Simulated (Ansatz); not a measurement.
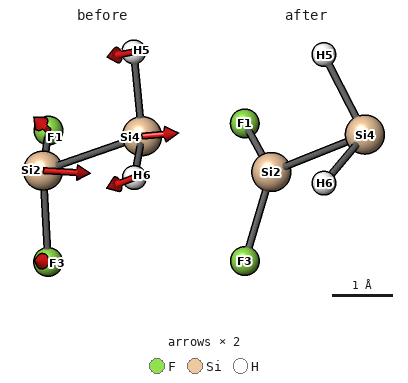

The structure of Si₂H₂F₂ before (left) and after (right) a relaxation, at one scale. The red arrows give the displacements, 2 times their true length.

Style: ball-and-stick. Shown from a free direction.

Computed with RKS PBE0-D4/def2-TZVP in Ansatz. (force threshold 0.005 eV/Å; at most 200 steps)

Q: Describe what moved and what it gained.

A: The atom that moves furthest after the best rigid fit is Si2 (0.41 Å). By element the largest moves are Si 0.41 Å, H 0.30 Å, F 0.23 Å. Near-neighbour distances that change, for instance: Si4–H5 1.477 → 1.510 Å, F1–Si2 1.615 → 1.582 Å, Si2–Si4 2.219 → 2.240 Å. Among the angles between lasting bonds that change: Si2–Si4–H5 110.7° → 90.3°, F1–Si2–Si4 114.3° → 126.0°, F1–Si2–F3 95.4° → 104.0°. After 11 accepted moves (12 points after the start) the energy has fallen by 9.11 kcal/mol. The largest force component goes from 2 to 0.0023 eV/Å. The line search rejected the trial step at point 10 of the run. Cost: 45 s on 2 threads of Intel Xeon Platinum 8259CL @ 2.50GHz, with other jobs on the host.
